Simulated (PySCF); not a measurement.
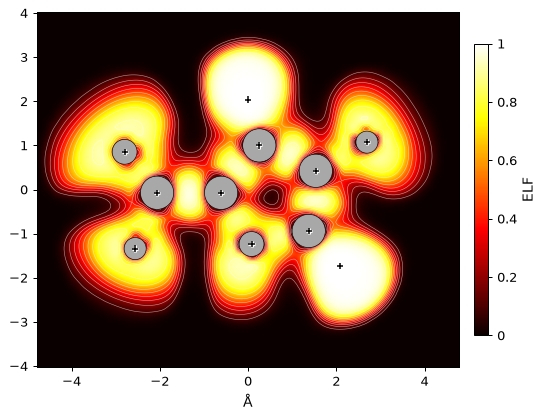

The electron localisation function on a plane through atoms (crosses mark nuclei in the plane; grey discs cover the cores).

All numbers below come from PBE0/pcSseg-1, SCF density, gas phase, non-relativistic in PySCF 2.14.0.

Candidates:
A. C5H3O3S (SMILES O=C(O)c1csc([O-])c1) (charge −1)
B. C5H2F2O2 (SMILES O=C(F)c1cc(F)co1)
C. C5H6O3Si (SMILES O=C1C=C(O[SiH3])C(=O)C1)

> Which candidate gave the map?

Candidate B: C5H2F2O2 on the molecular plane, which holds O, C, F and H. C–O (1.18 Å): the ELF peaks at about 0.85 between the atoms; a multiple bond. C–F (1.33 Å): the ELF peaks at about 0.85 between the atoms, as expected for a polar covalent bond.
